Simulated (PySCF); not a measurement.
C$_{3}$H$_{9}$OSi$_{2}$ (doublet)

Input

```
{"job": {"kind": "epr", "basis": "pcH-1"}, "charge": 0, "multiplicity": 2}
C     -2.409248     0.160686    -0.946384
Si    -1.338205     0.195774     0.614065
C      0.073279    -1.092505     0.548192
C      0.896392    -0.539780    -0.561171
O      0.619681    -0.754574    -1.735668
Si     2.366333     0.619207    -0.158483
H     -2.963585     1.086160    -1.076465
H     -1.759585     0.027484    -1.811570
H     -3.124444    -0.658095    -0.944705
H     -0.822835     1.527656     0.948370
H     -0.329342    -2.071313     0.290856
H      0.627611    -1.145980     1.480501
H      3.590319    -0.136612    -0.418869
H      2.289126     1.800262    -1.014157
H      2.280091     0.989619     1.257919
```

Launched as:

```sh
OMP_NUM_THREADS=1 python probes_run.py task.json out
```

Geometry: GFN2-xTB.

All numbers below come from UKS B3LYP, pcH-1 on C H O Si, non-relativistic, mean-field spin-orbit, GIAO in PySCF 2.14.0, density-fitted response routines.

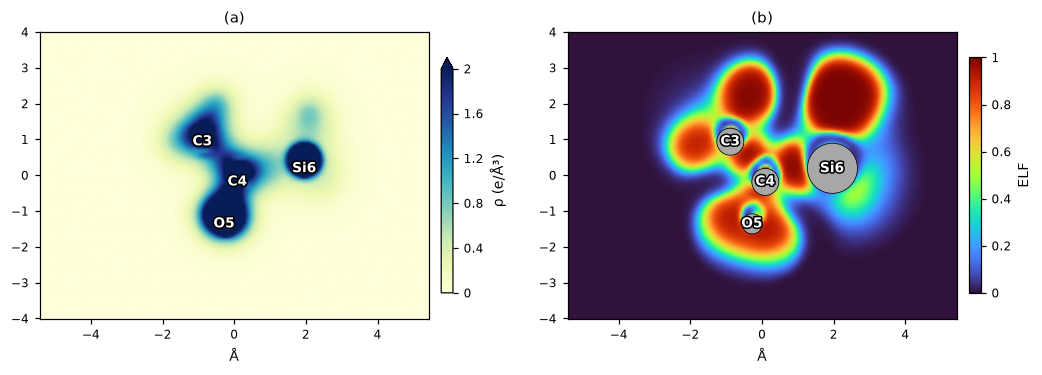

Figure 1. (a) electron density; (b) ELF on the plane of atoms C3, C4 and O5. Grey discs cover the atomic cores in the ELF map.

**Describe what can be read from this map.**

- Atoms in the plane: C, O and Si.
- C–O (1.23 Å): ρ at the midpoint is about 4.8 e/Å³; the ELF is about 0.65 at the midpoint and 0.30 at its lowest between the atoms.
- C–C (1.49 Å): ρ is about 1.8 e/Å³ halfway; the ELF peaks at about 0.95 between the atoms: localised, covalent bonding.
- C–Si (1.91 Å): ρ is about 0.85 e/Å³ halfway; the ELF peaks at about 0.95 between the atoms: a shared electron pair.
- The ELF also peaks beside O5, away from the bonds: non-bonding electrons, paired or unpaired.

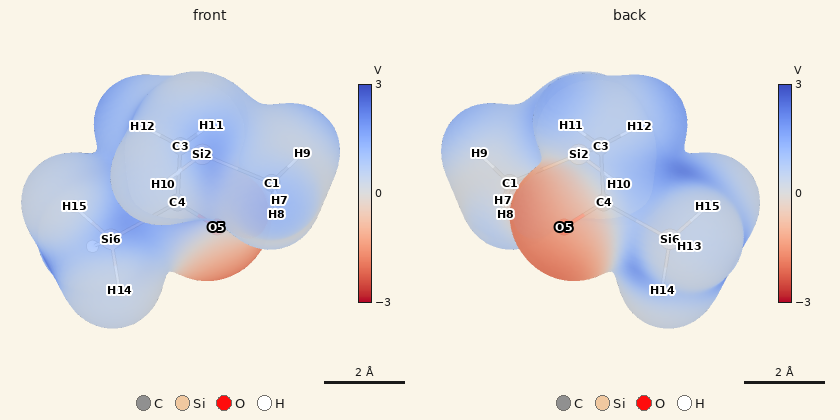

Figure 2. The electrostatic potential painted on the density surface at 0.004 e/bohr³, seen from the front and from behind; red is negative and blue positive.

**Describe the electrostatic potential map.**

The most negative region (about −1.8 V, or −42 kcal/mol for a unit charge) lies over O5, the most positive (about +2.1 V, or +48 kcal/mol for a unit charge) over Si6. O5 is the likeliest acceptor of a hydrogen bond.
